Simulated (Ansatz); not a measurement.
## Geometry relaxation of BN$_{3}$H$_{7}$Cl (part 2 of 2)

The same run, continued: BN$_{3}$H$_{7}$Cl; RKS r2SCAN/6-31G* (Ansatz 0.2.0). It belongs to a series of runs on one base structure; here: end point A relaxed.

Geometry of the input (Å):
```
B  -0.0213  -0.1593  0.0967
N  -0.0121  -0.3790  1.5886
H  -0.7689  -0.9416  1.9592
H  0.8676  -0.6694  1.9989
N  1.2149  0.0321  -0.5831
H  2.0762  0.1760  -0.0770
H  1.2423  0.4500  -1.5014
N  -1.2736  -0.2271  -0.5890
H  -2.1310  -0.0811  -0.0728
H  -1.3456  0.1608  -1.5200
Cl -0.4779  2.8358  0.6468
H  -0.3487  1.8392  1.5292
```

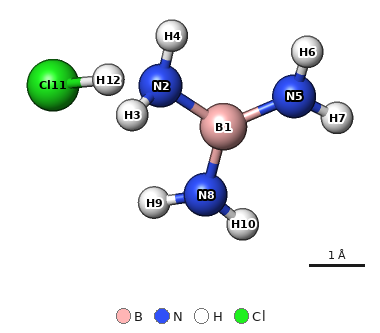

The geometry at step 21 of the log (ball-and-stick view, seen at a tilt; atoms are numbered from 1 in the order of the input).

## Trajectory as extended XYZ, continued
```
12
Properties=species:S:1:pos:R:3:forces:R:3 step=5 energy=-17781.86524
B    -0.0205   -0.1634    0.0213   -0.0070  -0.0785  -0.4236
N    -0.0463   -0.0932    1.4943   -0.0113  -0.0533   0.3283
H    -0.8197   -0.5771    1.9511    0.0914   0.1145  -0.0819
H     0.8181   -0.3379    1.9755   -0.0891   0.0768  -0.0630
N     1.2298   -0.0656   -0.6500   -0.0637   0.0346   0.1049
H     2.0612    0.2035   -0.1422    0.0001   0.0089  -0.0415
H     1.2723    0.2255   -1.6174    0.0042  -0.0674   0.0362
N    -1.2624   -0.3154   -0.6629    0.1058   0.0889   0.0781
H    -2.1167   -0.0878   -0.1731   -0.0443  -0.0057  -0.0082
H    -1.3275   -0.0545   -1.6381    0.0081  -0.0662   0.0129
Cl   -0.4874    2.8416    1.3328    0.0241  -0.2227   0.1755
H    -0.2790    1.4608    1.5847   -0.0181   0.1702  -0.1176
12
Properties=species:S:1:pos:R:3:forces:R:3 step=7 energy=-17781.90952
B    -0.0195   -0.1236   -0.0237    0.0168  -0.0562   0.0088
N    -0.0507    0.0241    1.4586   -0.0043  -0.1632  -0.0551
H    -0.8206   -0.4642    1.9151    0.0771   0.0776  -0.0042
H     0.8161   -0.2138    1.9379   -0.0720   0.0326  -0.0092
N     1.2403   -0.0869   -0.6703   -0.0389  -0.0296  -0.1824
H     2.0819    0.2023   -0.1957    0.0161  -0.0118   0.0486
H     1.3204    0.0043   -1.6747   -0.0249   0.0121   0.0894
N    -1.2596   -0.2919   -0.6896    0.0656  -0.0415  -0.1738
H    -2.1355   -0.0788   -0.2366   -0.0224   0.0072   0.0575
H    -1.3311   -0.2230   -1.6966    0.0241   0.0114   0.0939
Cl   -0.5370    2.8523    1.7212   -0.0388   0.1971   0.0223
H    -0.2828    1.4356    1.6308    0.0016  -0.0356   0.1041
12
Properties=species:S:1:pos:R:3:forces:R:3 step=9 energy=-17781.92013
B    -0.0157   -0.1212   -0.0469    0.0124  -0.1511   0.1986
N    -0.0480    0.0517    1.4333   -0.0225   0.0656  -0.0338
H    -0.8132   -0.4298    1.9023    0.0454   0.0259  -0.0236
H     0.8184   -0.1731    1.9179   -0.0386   0.0070  -0.0134
N     1.2438   -0.1261   -0.6942    0.0294   0.0546  -0.0355
H     2.0911    0.1505   -0.2197   -0.0200  -0.0126   0.0025
H     1.3239   -0.0429   -1.6965    0.0054   0.0039  -0.0362
N    -1.2524   -0.3177   -0.7110   -0.0193   0.0435  -0.0146
H    -2.1280   -0.0911   -0.2611    0.0080   0.0017   0.0133
H    -1.3207   -0.2636   -1.7160   -0.0044   0.0003  -0.0548
Cl   -0.5750    2.9000    1.8787    0.0136  -0.0934  -0.0004
H    -0.3023    1.5000    1.6893   -0.0093   0.0547  -0.0020
12
Properties=species:S:1:pos:R:3:forces:R:3 step=11 energy=-17781.92296
B    -0.0089   -0.1337   -0.0484    0.0121   0.0269  -0.0083
N    -0.0406    0.0641    1.4247   -0.0073   0.0422   0.0083
H    -0.8009   -0.4129    1.9035    0.0047  -0.0155  -0.0050
H     0.8257   -0.1401    1.9161    0.0047  -0.0112  -0.0010
N     1.2451   -0.1317   -0.7080    0.0035  -0.0160   0.0279
H     2.1040    0.1069   -0.2354    0.0036  -0.0106  -0.0025
H     1.3261   -0.0729   -1.7120   -0.0080   0.0091  -0.0107
N    -1.2488   -0.3115   -0.7146   -0.0151  -0.0073   0.0154
H    -2.1188   -0.0640   -0.2651   -0.0035  -0.0066  -0.0014
H    -1.3177   -0.2742   -1.7210    0.0058   0.0044  -0.0086
Cl   -0.6240    2.8913    1.9409    0.0067  -0.0477  -0.0069
H    -0.3194    1.5151    1.6952   -0.0071   0.0321  -0.0072
12
Properties=species:S:1:pos:R:3:forces:R:3 step=13 energy=-17781.92421
B     0.0013   -0.1252   -0.0467   -0.0100  -0.0116  -0.0130
N    -0.0227    0.0732    1.4257    0.0007  -0.0229   0.0267
H    -0.7651   -0.4313    1.9055    0.0051   0.0127  -0.0028
H     0.8520   -0.1112    1.9110   -0.0045   0.0087  -0.0089
N     1.2497   -0.1529   -0.7157    0.0374   0.0112   0.0024
H     2.1270    0.0248   -0.2484   -0.0466  -0.0039  -0.0152
H     1.3231   -0.0824   -1.7199    0.0024  -0.0038   0.0048
N    -1.2465   -0.2816   -0.7050    0.0119   0.0022   0.0026
H    -2.1100   -0.0120   -0.2553    0.0107   0.0117  -0.0015
H    -1.3180   -0.2577   -1.7119   -0.0019  -0.0005   0.0052
Cl   -0.7156    2.8741    1.9416   -0.0094   0.0118  -0.0009
H    -0.3532    1.5187    1.6952    0.0043  -0.0155   0.0006
12
Properties=species:S:1:pos:R:3:forces:R:3 step=15 energy=-17781.92634
B     0.0167   -0.1174   -0.0422   -0.0121  -0.0065  -0.0417
N     0.0084    0.0762    1.4311   -0.0107  -0.0207   0.0596
H    -0.7113   -0.4560    1.9174    0.0332   0.0324  -0.0183
H     0.8954   -0.0746    1.9060   -0.0259   0.0141  -0.0141
N     1.2553   -0.1788   -0.7266    0.1431   0.0141   0.0536
H     2.1515   -0.0727   -0.2688   -0.1529  -0.0185  -0.0497
H     1.3226   -0.1135   -1.7314   -0.0103   0.0014  -0.0002
N    -1.2434   -0.2304   -0.6865    0.0099  -0.0107   0.0095
H    -2.0880    0.0974   -0.2381    0.0351   0.0076  -0.0023
H    -1.3205   -0.2288   -1.6933   -0.0074   0.0096   0.0064
Cl   -0.8655    2.8326    1.9155   -0.0042  -0.0122  -0.0032
H    -0.3993    1.5024    1.6930    0.0022  -0.0105   0.0002
12
Properties=species:S:1:pos:R:3:forces:R:3 step=17 energy=-17781.93022
B     0.0416   -0.1019   -0.0402    0.0579  -0.1500   0.0108
N     0.0620    0.0834    1.4378    0.0143   0.1165   0.0249
H    -0.6189   -0.4826    1.9412    0.0314   0.0100  -0.0331
H     0.9674   -0.0080    1.8945   -0.0758   0.0114  -0.0268
N     1.2651   -0.2456   -0.7427    0.0825   0.0728   0.0742
H     2.1713   -0.2172   -0.2921   -0.1629  -0.0163  -0.0699
H     1.3257   -0.1660   -1.7477   -0.0061  -0.0069   0.0294
N    -1.2378   -0.1563   -0.6527   -0.1811   0.1582   0.0729
H    -2.0331    0.2884   -0.1996    0.2166  -0.1067  -0.0970
H    -1.3306   -0.1561   -1.6590   -0.0060  -0.0008   0.0209
Cl   -1.1195    2.7359    1.8574    0.0418  -0.1035  -0.0214
H    -0.4714    1.4626    1.6791   -0.0127   0.0153   0.0152
12
Properties=species:S:1:pos:R:3:forces:R:3 step=19 energy=-17781.93796
B     0.0642   -0.0838   -0.0376   -0.0272   0.0524  -0.0195
N     0.0983    0.1140    1.4432   -0.0326  -0.1151   0.0579
H    -0.5271   -0.5204    1.9401    0.0508   0.0584   0.0017
H     1.0161    0.0790    1.8824   -0.0568   0.0488   0.0024
N     1.2737   -0.2582   -0.7472    0.0165  -0.0280  -0.0151
H     2.1723   -0.3639   -0.3018   -0.0040  -0.0099  -0.0063
H     1.3307   -0.2233   -1.7539   -0.0075  -0.0012  -0.0065
N    -1.2273   -0.0580   -0.6185    0.0650  -0.0896  -0.1101
H    -1.9646    0.4580   -0.1573   -0.0470   0.0323   0.0296
H    -1.3604   -0.1133   -1.6189    0.0049   0.0332   0.0361
Cl   -1.3102    2.6176    1.7826   -0.0816   0.0657   0.0214
H    -0.5439    1.3888    1.6629    0.1194  -0.0471   0.0083
12
Properties=species:S:1:pos:R:3:forces:R:3 step=21 energy=-17781.94528
B     0.0744   -0.0651   -0.0473   -0.0340  -0.0349  -0.0484
N     0.1128    0.1505    1.4361   -0.0052   0.0082   0.0056
H    -0.4845   -0.4948    1.9501    0.0079  -0.0101   0.0149
H     1.0325    0.1621    1.8699    0.0112   0.0017   0.0031
N     1.2780   -0.2839   -0.7550    0.0495  -0.0081  -0.0057
H     2.1685   -0.4517   -0.3119   -0.0176   0.0109   0.0092
H     1.3294   -0.3029   -1.7630   -0.0272   0.0046   0.0128
N    -1.2158   -0.0251   -0.6278    0.0297   0.0177   0.0173
H    -1.9438    0.5021   -0.1591   -0.0014   0.0095  -0.0108
H    -1.3483   -0.0631   -1.6283   -0.0028  -0.0005   0.0056
Cl   -1.4286    2.5428    1.8403   -0.0573   0.0749   0.0123
H    -0.5524    1.3655    1.6721    0.0473  -0.0741  -0.0160
12
Properties=species:S:1:pos:R:3:forces:R:3 step=23 energy=-17781.94893
B     0.0906   -0.0424   -0.0569   -0.0300   0.0006  -0.1741
N     0.1430    0.2022    1.4315   -0.2032   0.1504  -0.0436
H    -0.3827   -0.4828    1.9687   -0.0156  -0.1319   0.0533
H     1.0657    0.3020    1.8416    0.1350   0.0174   0.0506
N     1.2847   -0.3244   -0.7604   -0.2179   0.0269  -0.0184
H     2.1477   -0.5863   -0.3249    0.2702  -0.0571   0.2510
H     1.3235   -0.4270   -1.7614   -0.1050   0.0318  -0.1422
N    -1.1983    0.0570   -0.6263    0.1372   0.0124   0.0327
H    -1.8852    0.6361   -0.1557   -0.0705   0.0263   0.0460
H    -1.3443    0.0127   -1.6244    0.0032  -0.0271  -0.0189
Cl   -1.6309    2.4075    1.8741    0.0172  -0.0250  -0.0159
H    -0.5918    1.2818    1.6703    0.0794  -0.0247  -0.0207
12
Properties=species:S:1:pos:R:3:forces:R:3 step=25 energy=-17781.96393
B     0.0869   -0.0059   -0.0778    0.1225  -0.0088   0.0279
N     0.1572    0.2528    1.4327    0.1636  -0.3050   0.0880
H    -0.2563   -0.5160    1.9759    0.1279   0.2293  -0.1227
H     1.0969    0.4388    1.7990   -0.2355  -0.0126  -0.0681
N     1.2750   -0.3802   -0.7440    0.1334  -0.1307  -0.0608
H     2.1238   -0.6784   -0.2793   -0.1676   0.0731  -0.0187
H     1.3157   -0.5215   -1.7454   -0.0491   0.0399   0.0859
N    -1.1867    0.1711   -0.6306   -0.0131   0.0128  -0.1017
H    -1.8591    0.7660   -0.1436    0.0429  -0.0426   0.0013
H    -1.3629    0.0677   -1.6210   -0.0232   0.0319   0.0668
Cl   -1.8074    2.2814    1.8553   -0.0297   0.0319  -0.0110
H    -0.5612    1.1607    1.6548   -0.0722   0.0809   0.1131
12
Properties=species:S:1:pos:R:3:forces:R:3 step=27 energy=-17781.97210
B     0.0965   -0.0073   -0.0854    0.0183  -0.0338  -0.0064
N     0.1668    0.2635    1.4254   -0.0756   0.0265   0.0052
H    -0.1903   -0.5186    1.9779    0.0376   0.0037  -0.0091
H     1.0917    0.5086    1.7802   -0.0227   0.0015  -0.0030
N     1.2624   -0.4584   -0.7414    0.0182   0.0198  -0.0195
H     2.1273   -0.6897   -0.2752   -0.0531   0.0051  -0.0109
H     1.3084   -0.5715   -1.7446   -0.0017  -0.0074   0.0415
N    -1.1693    0.2101   -0.6412    0.0243   0.0378  -0.0015
H    -1.8306    0.7979   -0.1323   -0.0132  -0.0069   0.0027
H    -1.3653    0.1248   -1.6280    0.0077  -0.0146   0.0030
Cl   -1.8772    2.2393    1.8726    0.0569  -0.0543  -0.0123
H    -0.5983    1.1375    1.6681    0.0034   0.0225   0.0105
12
Properties=species:S:1:pos:R:3:forces:R:3 step=29 energy=-17781.97270
B     0.0964   -0.0075   -0.0854    0.0093  -0.0127   0.0081
N     0.1654    0.2643    1.4256   -0.0261   0.0042  -0.0294
H    -0.1892   -0.5183    1.9776    0.0183  -0.0190   0.0092
H     1.0901    0.5093    1.7797   -0.0032   0.0075   0.0020
N     1.2628   -0.4568   -0.7413   -0.0529   0.0380   0.0002
H     2.1250   -0.6899   -0.2754    0.0253  -0.0164   0.0324
H     1.3082   -0.5720   -1.7428   -0.0007  -0.0126  -0.0223
N    -1.1686    0.2117   -0.6417    0.0154   0.0303  -0.0032
H    -1.8312    0.7980   -0.1325   -0.0067  -0.0101  -0.0009
H    -1.3649    0.1239   -1.6280    0.0040  -0.0116  -0.0021
Cl   -1.8738    2.2359    1.8718    0.0252  -0.0229  -0.0024
H    -0.5982    1.1378    1.6687   -0.0080   0.0252   0.0083
12
Properties=species:S:1:pos:R:3:forces:R:3 step=31 energy=-17781.97485
B     0.0967    0.0077   -0.0905    0.0257  -0.0401   0.0242
N     0.1716    0.2797    1.4207   -0.0050   0.0028   0.0133
H    -0.1163   -0.5261    1.9799    0.0036   0.0258  -0.0194
H     1.0903    0.5776    1.7509   -0.0118  -0.0009  -0.0035
N     1.2592   -0.4664   -0.7358    0.0138  -0.0068  -0.0381
H     2.1011   -0.7459   -0.2555   -0.0196   0.0062  -0.0030
H     1.3010   -0.6189   -1.7335    0.0027   0.0003   0.0163
N    -1.1565    0.2529   -0.6583    0.0115   0.0163   0.0114
H    -1.8277    0.8264   -0.1463   -0.0108  -0.0024  -0.0062
H    -1.3548    0.1470   -1.6423   -0.0046   0.0056   0.0012
Cl   -1.9164    2.1840    1.9037   -0.0119   0.0067   0.0055
H    -0.6263    1.1185    1.6832    0.0063  -0.0136  -0.0017
12
Properties=species:S:1:pos:R:3:forces:R:3 step=33 energy=-17781.97570
B     0.1031    0.0135   -0.0936   -0.0123   0.0041  -0.0398
N     0.1793    0.2996    1.4158    0.0285  -0.0010   0.0227
H    -0.0594   -0.5172    1.9826    0.0031   0.0287  -0.0122
H     1.0899    0.6398    1.7291   -0.0288  -0.0031   0.0040
N     1.2532   -0.4991   -0.7338   -0.0052   0.0020   0.0185
H     2.0886   -0.7896   -0.2492   -0.0072   0.0004  -0.0010
H     1.2904   -0.6699   -1.7284   -0.0039   0.0006   0.0052
N    -1.1375    0.2974   -0.6688    0.0038  -0.0064  -0.0079
H    -1.8152    0.8590   -0.1521   -0.0004   0.0001   0.0138
H    -1.3445    0.1795   -1.6495    0.0041   0.0013  -0.0037
Cl   -1.9803    2.1227    1.9372    0.0159  -0.0118  -0.0108
H    -0.6457    1.1007    1.6867    0.0025  -0.0149   0.0111
12
Properties=species:S:1:pos:R:3:forces:R:3 step=35 energy=-17781.97605
B     0.1049    0.0197   -0.0963   -0.0087   0.0008  -0.0280
N     0.1856    0.3093    1.4136   -0.0068  -0.0051   0.0085
H    -0.0241   -0.5130    1.9827    0.0051  -0.0021   0.0006
H     1.0881    0.6753    1.7196   -0.0021   0.0037   0.0015
N     1.2490   -0.5123   -0.7316   -0.0042   0.0005   0.0134
H     2.0785   -0.8123   -0.2429   -0.0021   0.0020   0.0019
H     1.2825   -0.6991   -1.7233   -0.0050   0.0029   0.0002
N    -1.1303    0.3191   -0.6740    0.0031   0.0006  -0.0039
H    -1.8099    0.8753   -0.1528    0.0088  -0.0041   0.0063
H    -1.3388    0.2020   -1.6546    0.0049  -0.0024   0.0013
Cl   -2.0079    2.0869    1.9435   -0.0045   0.0043   0.0034
H    -0.6558    1.0857    1.6923    0.0114  -0.0010  -0.0053
```

## Key numbers

| quantity | value |
| --- | --- |
| outcome | converged |
| total energy | −17781.9761 eV |
| mean-field energy | −17781.9761 eV |
| largest force (length of the vector) at the end | 0.029 eV/Å |
| hardware | 2 threads of Arm Neoverse V1, 24 GiB of memory available, shared host |
| wall time | 2 min (CPU time 3.9 min) |
| peak memory | 0.16 GiB |
